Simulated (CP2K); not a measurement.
# GFN2-xTB run of GaH2S2F (SMILES [F][Ga]([SH])[SH])

What is the vertical ionisation energy of GaH2S2F at GFN2-xTB? 

The results are computed with CP2K 2026.2.

3 further runs of the same task are left out: 1 that didn't finish, 2 set aside as unsound or not needed.

## Step 1: The molecule

GaH2S2F: 6 atoms, total charge 0, spin state singlet. As SMILES, `[F][Ga]([SH])[SH]`. Geometry: a GFN2-xTB relaxation, a rough one for these elements and not checked as a minimum. This is one conformer, not always the lowest.

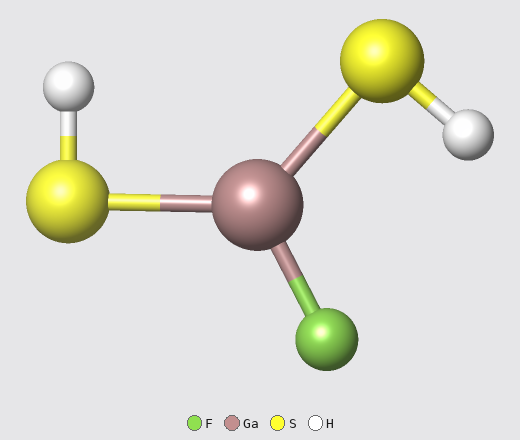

The structure, seen from a chosen angle (fluorine green, gallium pink, sulfur yellow, hydrogen white).

## Step 2: Energy and forces at GFN2-xTB

Contents of molecule.xyz:

```xyz
6

F     -0.555890    -1.924750     0.653560
Ga    -0.273160    -0.276810     0.067990
S      1.884210     0.296130     0.236570
S     -2.013420     0.887360    -0.700980
H      2.179620    -0.906050     0.716950
H     -1.221360     1.924120    -0.974090
```

Contents of molecule.inp:

```
&global
    project molecule
    run_type ENERGY_FORCE
    print_level MEDIUM
&end global
&force_eval
    method QS
    &dft
        &qs
            method XTB
            eps_default 1.0E-10
            &xtb
                gfn_type TBLITE
                &tblite
                    method GFN2
                &end tblite
                check_atomic_charges F
            &end xtb
        &end qs
        &poisson
            periodic NONE
            poisson_solver ANALYTIC
        &end poisson
        &scf
            scf_guess ATOMIC
            eps_scf 1.0E-07
            max_scf 150
            added_mos 4
            &diagonalization
                algorithm STANDARD
            &end diagonalization
            &mixing
                method DIRECT_P_MIXING
                alpha 0.4
            &end mixing
            &smear ON
                method FERMI_DIRAC
                electronic_temperature [K] 300
            &end smear
        &end scf
        &print
            &moments
                periodic F
                reference COM
                max_moment 1
            &end moments
            &mo ON
                energies T
                occupation_numbers T
                ndigits 6
                &each
                    qs_scf 0
                &end each
                add_last NUMERIC
            &end mo
            &hirshfeld OFF
            &end hirshfeld
        &end print
    &end dft
    &subsys
        &cell
            abc 12.2 11.8 9.7
            periodic NONE
        &end cell
        &topology
            coord_file_name molecule.xyz
            coord_file_format XYZ
            &center_coordinates
            &end center_coordinates
        &end topology
    &end subsys
    &print
        &forces ON
        &end forces
    &end print
&end force_eval
```

On the command line:

```
$ OMP_NUM_THREADS=1 cp2k.psmp -i molecule.inp -o molecule.out
```

The log of the run, shortened:

```text
CP2K| version string:                                       CP2K version 2026.2
[...]
 GLOBAL| Method name                                                        CP2K
[...]
 GLOBAL| Run type                                                   ENERGY_FORCE
[...]
                             - Atoms:                                          6
[...]
                             - Spherical basis functions:                     33
[...]
 Number of electrons:                                                         24
[...]
  *** SCF run converged in    14 steps ***
[...]
  Fermi energy:                                                -0.34958687483824
[...]
 TB_DIPOLE| Moment [Debye]          1.25284678       2.22696433      -0.68870322
 TB_DIPOLE| Derivative [a.u.]       0.00000000       0.00000000       0.00000000
[...]
 ENERGY| Total FORCE_EVAL ( QS ) energy [hartree]            -13.575397316966267
 FORCES| Atomic forces [hartree/bohr]
 FORCES|   Atom     x               y               z               |f|
 FORCES|      1  4.07357328E-05  1.90995461E-04 -8.49342774E-05   2.12961259E-04
 FORCES|      2 -1.35055647E-04 -2.48921061E-04  4.50994702E-05   2.86767649E-04
 FORCES|      3 -2.17541852E-05  2.51647687E-04 -1.76742784E-04   3.08282038E-04
 FORCES|      4 -4.83075930E-05 -2.96824949E-04  1.21410772E-04   3.24313505E-04
 FORCES|      5  2.87800663E-05 -2.24400710E-04  1.74512447E-04   2.85724631E-04
 FORCES|      6  1.35601626E-04  3.27503571E-04 -7.93456285E-05   3.63238377E-04
 FORCES| Sum    -3.44234190E-18 -1.62630326E-19 -1.66696084E-18
 FORCES| Total atomic force                                       3.82817513E-18
[...]
```

Run time: 1.1 s. Hardware: 1 thread of Intel Xeon Platinum 8488C (Sapphire Rapids), shared host; peak memory 0.19 GiB.

## Step 3: The doublet cation

molecule.xyz is that of step 2.

Contents of calc.inp:

```
&GLOBAL
  PROJECT_NAME calc
  RUN_TYPE ENERGY_FORCE
  PRINT_LEVEL MEDIUM
&END GLOBAL
&FORCE_EVAL
  METHOD QS
  &DFT
    CHARGE 1
    MULTIPLICITY 2
    UKS T
    ! Quickstep
    &QS
      METHOD XTB
      EPS_DEFAULT 1.0E-10
      &XTB
        GFN_TYPE TBLITE
        &TBLITE
          METHOD GFN2
        &END TBLITE
        CHECK_ATOMIC_CHARGES F
      &END XTB
    &END QS
    ! isolated system
    &POISSON
      PERIODIC NONE
      POISSON_SOLVER ANALYTIC
    &END POISSON
    &SCF
      SCF_GUESS ATOMIC
      EPS_SCF 1.0E-07
      MAX_SCF 150
      ADDED_MOS 4
      &DIAGONALIZATION
        ALGORITHM STANDARD
      &END DIAGONALIZATION
      &MIXING
        METHOD DIRECT_P_MIXING
        ALPHA 0.4
      &END MIXING
      &SMEAR ON
        METHOD FERMI_DIRAC
        ELECTRONIC_TEMPERATURE [K] 300
      &END SMEAR
    &END SCF
    ! extra output
    &PRINT
      &MOMENTS
        PERIODIC F
        REFERENCE COM
        MAX_MOMENT 1
      &END MOMENTS
      &MO ON
        ENERGIES T
        OCCUPATION_NUMBERS T
        NDIGITS 6
        &EACH
          QS_SCF 0
        &END EACH
        ADD_LAST NUMERIC
      &END MO
      &HIRSHFELD OFF
      &END HIRSHFELD
    &END PRINT
  &END DFT
  &SUBSYS
    &CELL
      ABC [angstrom] 12.2 11.8 9.7
      PERIODIC NONE
    &END CELL
    &TOPOLOGY
      COORD_FILE_NAME molecule.xyz
      COORD_FILE_FORMAT XYZ
      &CENTER_COORDINATES
      &END CENTER_COORDINATES
    &END TOPOLOGY
  &END SUBSYS
  ! extra output
  &PRINT
    &FORCES ON
    &END FORCES
  &END PRINT
&END FORCE_EVAL
```

On the command line:

```
$ OMP_NUM_THREADS=1 cp2k.psmp -i calc.inp > calc.out 2>&1
```

The log of the run, shortened:

```text
CP2K| version string:                                       CP2K version 2026.2
[...]
 GLOBAL| Method name                                                        CP2K
[...]
 GLOBAL| Run type                                                   ENERGY_FORCE
[...]
                             - Atoms:                                          6
[...]
                             - Spherical basis functions:                     33
[...]
 Number of electrons:                                                         12
[...]
  *** SCF run converged in    24 steps ***
[...]
  Fermi energy:                                                -0.62968646392056
[...]
 TB_DIPOLE| Moment [Debye]          1.90229427       4.40147447      -1.42315985
 TB_DIPOLE| Derivative [a.u.]       0.00000000       0.00000000       0.00000000
[...]
 ENERGY| Total FORCE_EVAL ( QS ) energy [hartree]            -13.047747636204198
 FORCES| Atomic forces [hartree/bohr]
 FORCES|   Atom     x               y               z               |f|
 FORCES|      1  1.95400165E-03  6.13994116E-03 -2.01933418E-03   6.75238554E-03
 FORCES|      2 -5.94148535E-03 -1.63418383E-02  5.22942914E-03   1.81577492E-02
 FORCES|      3  1.46922720E-02  8.39467124E-03 -3.96964342E-04   1.69260433E-02
 FORCES|      4 -1.66695419E-02  1.57760444E-03 -3.51987583E-03   1.71099967E-02
 FORCES|      5  3.11084772E-03 -6.84978641E-03  3.03275287E-03   8.11138320E-03
 FORCES|      6  2.85390590E-03  7.07940791E-03 -2.32600766E-03   7.97954303E-03
 FORCES| Sum     3.77302356E-17 -3.81639165E-17  4.33680869E-19
 FORCES| Total atomic force                                       5.36678980E-17
[...]
```

Wall time 1.2 s (1 thread of Intel Xeon Platinum 8488C (Sapphire Rapids), shared host); peak memory 0.19 GiB.

## Step 4: What came out

At GFN2-xTB:

| quantity | value |
| --- | --- |
| singlet GaH2S2F: total energy | -13.57540 Eh |
| singlet GaH2S2F: dipole moment (from atomic charges alone) | 2.65 D |
| singlet GaH2S2F: HOMO energy | -11.60 eV |
| singlet GaH2S2F: LUMO energy | -8.62 eV |
| singlet GaH2S2F: HOMO–LUMO gap | 2.99 eV |
| singlet GaH2S2F: largest force on an atom | 0.019 eV/Å |
| doublet cation: total energy | -13.04775 Eh |
| doublet cation: HOMO energy (highest over α and β) | -17.16 eV |
| doublet cation: LUMO energy (lowest over α and β) | -17.11 eV |
| doublet cation: largest force on an atom | 0.934 eV/Å |
| vertical ionisation energy (to the doublet cation) | 14.358 eV |

What this shows: The vertical ionisation energy comes to 14.36 eV (1385 kJ/mol). xTB total energies overstate such differences by several eV unless an empirical shift is taken off; none is applied here. The dipole (singlet GaH2S2F) comes from point charges on the atoms alone, without atomic dipoles, so it is partial.
